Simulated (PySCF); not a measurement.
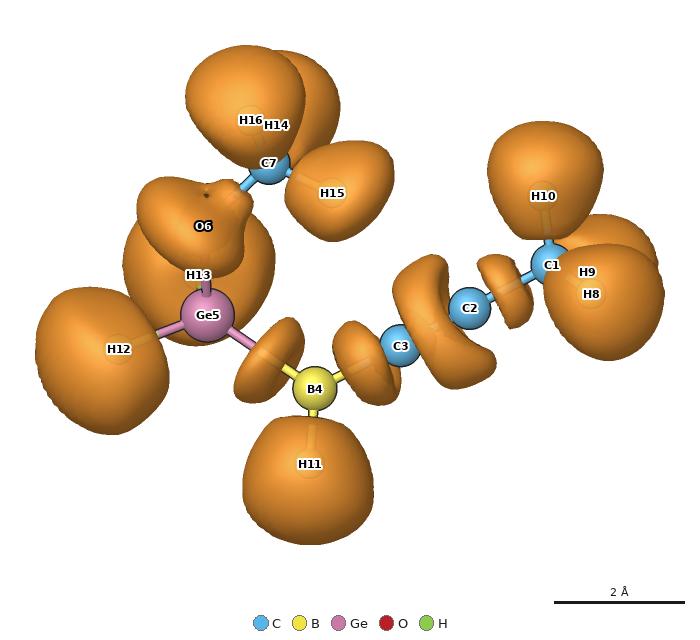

The picture shows: C4H9BGeO (SMILES CC#C[BH][GeH2][O]C). Isosurface of the electron localisation function at 0.75 (orange), seen at a tilt. Only the valence region is drawn (cores and ρ < 0.01 e/Å³ removed).

Geometry: GFN2-xTB.

All numbers below come from CAM-B3LYP/def2-SVPD, SCF density, gas phase (PySCF 2.14.0).

```yaml
atoms:
  - { symbol: C, position_ang: [2.8955, 0.3570, 0.9934] }
  - { symbol: C, position_ang: [1.9082, -0.2121, 0.1120] }
  - { symbol: C, position_ang: [1.0818, -0.6984, -0.6322] }
  - { symbol: B, position_ang: [0.0423, -1.2646, -1.5237] }
  - { symbol: Ge, position_ang: [-1.7842, -0.3669, -1.6180] }
  - { symbol: O, position_ang: [-2.4327, -0.1028, 0.0312] }
  - { symbol: C, position_ang: [-1.7773, 0.6346, 1.0280] }
  - { symbol: H, position_ang: [3.4551, -0.4334, 1.4944] }
  - { symbol: H, position_ang: [3.5929, 0.9574, 0.4084] }
  - { symbol: H, position_ang: [2.4225, 0.9974, 1.7386] }
  - { symbol: H, position_ang: [0.2711, -2.2316, -2.1401] }
  - { symbol: H, position_ang: [-2.9843, -1.1183, -2.1319] }
  - { symbol: H, position_ang: [-1.8564, 0.9975, -2.3096] }
  - { symbol: H, position_ang: [-1.6918, 1.6911, 0.7561] }
  - { symbol: H, position_ang: [-0.7734, 0.2473, 1.2298] }
  - { symbol: H, position_ang: [-2.3765, 0.5548, 1.9379] }
```

Q: Where are the electrons localised?

A: At this value the surface marks out one region between bonded B–C atoms (shared pairs), one region between bonded B–Ge atoms (shared pairs), two regions between bonded C–C atoms (shared pairs), nine regions around hydrogen nuclei and one region on O in which the atom's valence shell and bonds are merged. Along the contacts the grid gives the following. C–C (1.21 Å): the ELF peaks at about 0.85 between the atoms; a short, multiple covalent bond. C–O (1.40 Å): the ELF peaks at about 0.90 between the atoms, as expected for a shared but strongly polarised pair.
